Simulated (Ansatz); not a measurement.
# SiF3 (SMILES F[Si](F)F) at 6 levels

Wanted: a comparison of 6 runs (UHF/STO-3G, U-r2SCAN/STO-3G, U-r2SCAN0/STO-3G, UB2PLYP/STO-3G, UBLYP/STO-3G, FCI/STO-3G) of SiF3. 

The results are computed with Ansatz 0.2.0.

45 further runs of the same task are left out: 7 that didn't finish, 38 set aside as unsound or not needed.

### 1 The structure to begin with

SiF3: 4 atoms, total charge 0, spin state doublet. As SMILES, `F[Si](F)F`. The Si2–F1 distance was set to 3.976 Å, away from the relaxed value. At this shape a bond of the SMILES string is far longer than usual.

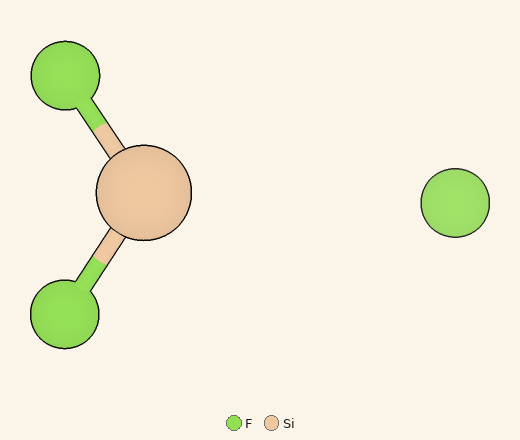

The structure, seen from a chosen angle (fluorine green, silicon light orange).

### 2 A single-point energy at UHF/STO-3G (run 1)

Contents of in.yaml:

```yaml
crystal:
  periodic: [false, false, false]
  atoms:
    - {symbol: F, position_ang: [2.457564, -1.638511, 2.394269]}
    - {symbol: Si, position_ang: [-0.325240, 0.244050, 0.268860]}
    - {symbol: F, position_ang: [-0.962750, -0.889100, -0.646850]}
    - {symbol: F, position_ang: [0.500100, 1.154030, -0.741040]}
basis:
  gaussian:
    orbitals: STO-3G
magnetization:
  spin_polarized: true
  initial_magnetization: 1
hamiltonian:
  xc: hf
accuracy: high
```

Run with:

```console
$ ansatz run in.yaml --threads 1 --pin off --max-ram 2610MiB --events-out events.jsonl --progress --plain --runs-dir runs
```

Log:

```text
Warning: RAYON_NUM_THREADS=1 ignored (pool sized by the plan → 1); use --threads N
Functional definition: HF
  name "HF"
  exchange = exact_x
  correlation = 0
410 factors; integrals over basis functions are off by at most 2.7e-8 eV
mean field evaluation 1: about -15757.7072 eV, gradient 1.8e1 eV
mean field evaluation 2: about -15757.7523 eV, gradient 1.8e1 eV
mean field evaluation 4: about -15760.4116 eV, gradient 6.8e0 eV
mean field evaluation 8: about -15707.5579 eV, gradient 9.1e0 eV
mean field evaluation 16: about -15773.5246 eV, gradient 3.3e-5 eV
mean field evaluation 32: about -15773.5235 eV, gradient 2.5e-4 eV
mean field evaluation 64: about -15763.0516 eV, gradient 7.8e0 eV
mean field evaluation 96: about -15773.5217 eV, gradient 1.9e-1 eV
mean field evaluation 128: about -15773.5212 eV, gradient 1.1e-2 eV
mean field evaluation 160: about -15765.9037 eV, gradient 5.6e0 eV
mean field evaluation 192: about -15773.5007 eV, gradient 1.2e0 eV
mean field -15773.52464377 eV, -579.6663389797 hartree, gradient 7.3e-9 eV, S^2 0.750000; 3 other end points of the search recorded, 0 dependent functions left out
reference -15773.52464377 eV, -579.6663389797 hartree; 21, 20 occupied and 3, 4 virtual orbitals, 410 factors
Total energy: -15773.52464377 eV, -579.6663389797 hartree
```

It took 0.34 s on 1 thread of AMD EPYC 9R45 (Zen 5), shared host.

### 3 The energy at U-r2SCAN/STO-3G (run 2)

Contents of molecule.yaml:

```yaml
crystal:
  periodic: [false, false, false]
  atoms:
    - symbol: F
      position_ang: [2.457564, -1.638511, 2.394269]
    - symbol: Si
      position_ang: [-0.325240, 0.244050, 0.268860]
    - symbol: F
      position_ang: [-0.962750, -0.889100, -0.646850]
    - symbol: F
      position_ang: [0.500100, 1.154030, -0.741040]
basis:
  gaussian:
    orbitals: STO-3G
magnetization:
  spin_polarized: true
  initial_magnetization: 1
hamiltonian:
  xc: r2scan
accuracy: high
```

Run with:

```console
$ ansatz run molecule.yaml --threads 1 --pin off --max-ram 2610MiB --events-out events.jsonl --progress --plain --runs-dir runs
```

Log:

```text
Warning: RAYON_NUM_THREADS=1 ignored (pool sized by the plan → 1); use --threads N
Functional definition: r2SCAN
  name "r2SCAN"
  parameter k0 = 0.174
  parameter k1 = 0.065
  parameter a1 = 4.9479
  exchange = r2scan_x(k0 = k0, k1 = k1, a1 = a1)
  correlation = r2scan_c
410 factors; integrals over basis functions are off by at most 2.7e-8 eV
mean field evaluation 1: about -15799.5867 eV, gradient 1.3e1 eV
mean field evaluation 2: about -15416.6049 eV, gradient 1.1e1 eV
mean field evaluation 4: about -15799.9939 eV, gradient 1.0e1 eV
mean field evaluation 8: about -15800.2737 eV, gradient 8.0e0 eV
mean field evaluation 16: about -15812.7363 eV, gradient 2.4e-2 eV
mean field evaluation 32: about -15812.7415 eV, gradient 2.2e-5 eV
mean field evaluation 64: about -15812.7414 eV, gradient 5.7e-3 eV
mean field -15812.74148207 eV, -581.1075312050 hartree, gradient 2.3e-8 eV, S^2 0.750002; 6 other end points of the search recorded, 0 dependent functions left out
reference -15812.74148253 eV, -581.1075312220 hartree; 21, 20 occupied and 3, 4 virtual orbitals, 410 factors
Total energy: -15812.74148253 eV, -581.1075312220 hartree
```

Wall time 20 s (1 thread of AMD EPYC 9R45 (Zen 5), shared host); peak memory 0.27 GiB.

Runs 3 to 5 aren't shown in full; the table further down has their settings and results.

### 4 The energy at FCI/STO-3G (run 6)

Contents of job.yaml:

```yaml
crystal:
  periodic: [false, false, false]
  atoms:
    - {symbol: F, position_ang: [2.457564, -1.638511, 2.394269]}
    - {symbol: Si, position_ang: [-0.325240, 0.244050, 0.268860]}
    - {symbol: F, position_ang: [-0.962750, -0.889100, -0.646850]}
    - {symbol: F, position_ang: [0.500100, 1.154030, -0.741040]}
basis:
  gaussian:
    orbitals: STO-3G
magnetization:
  spin_polarized: true
  initial_magnetization: 1
correlation:
  method: fci
  frozen_orbitals: {F: 1, Si: 5}
accuracy: high
```

Run with:

```console
$ ansatz run job.yaml --threads 1 --pin off --max-ram 2610MiB --events-out events.jsonl --progress --plain --runs-dir runs
```

Log (excerpt; [...] marks lines left out):

```text
Warning: RAYON_NUM_THREADS=1 ignored (pool sized by the plan → 1); use --threads N
[... 2 set-up lines as earlier in the session ...]
[...]
410 factors; integrals over basis functions are off by at most 2.7e-8 eV
[...]
mean field -15773.52464377 eV, -579.6663389797 hartree, gradient 7.3e-9 eV, S^2 0.750000; 11 other end points of the search recorded, 0 dependent functions left out
8 core orbitals not correlated: weight in the atoms' cores, before any rotation towards them, 1.000 or more for the frozen orbitals, at most 0.000 for the correlated occupied ones
reference -15773.52464162 eV, -579.6663389007 hartree; 13, 12 occupied and 3, 4 virtual orbitals, 410 factors
state -15775.98972088 eV, -579.7569288924 hartree
Total energy: -15775.98972088 eV, -579.7569288924 hartree
```

Run time: 7.5 s. Hardware: 1 thread of AMD EPYC 9R45 (Zen 5), shared host; peak memory 0.33 GiB.

### 5 All runs side by side

```csv
run,level,frozen core orbitals,energy (Eh),⟨S²⟩,wall time
1,UHF/STO-3G,–,-579.666339,0.750,0.34 s
2,U-r2SCAN/STO-3G,–,-581.107531,0.750,20 s
3,U-r2SCAN0/STO-3G,–,-581.105601,0.750,16 s
4,UB2PLYP/STO-3G,8,-580.756482,0.750,6.9 s
5,UBLYP/STO-3G,–,-581.070398,0.750,5.7 s
6,FCI/STO-3G,8,-579.756929,–,7.5 s
```

### 6 Outcome

```
                                          quantity          value
                               run 6: total energy  -579.75693 Eh
run 6: correlation energy (8 core orbitals frozen)      -90.6 mEh
```

**Reading.** Against full CI in this basis: UHF +90.6 mEh. Totals of different functionals can't be ranked against each other. In runs 1, 2, 3, 4, 5, 6 the basis is minimal, so the values are rough. All runs together took 57 s, the longest 20 s.
